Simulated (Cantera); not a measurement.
A closed system holds: 1 mol CH3Cl, 1.1 mol F2, 0.27 mol H2, equilibrated at 0.0248 Torr.

Equilibrium computed with Cantera from the NASA thermochemical tables; the gas is ideal and each condensed phase is pure. Candidate condensed phases: C, C6H6, C7H8, C8H18; 135 gas species. Ions and electrons are included (thermal ionisation). Rates play no part.

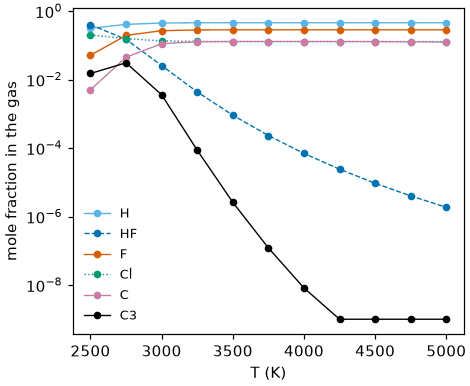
Fig. 1. Equilibrium gas composition (values under 1e-9 drawn at 1e-9)

At 2500 K the condensed part is C(graphite). From 2750 K to 5000 K nothing is condensed. The main C-bearing gas is C3 at 2500 K and C at 5000 K.
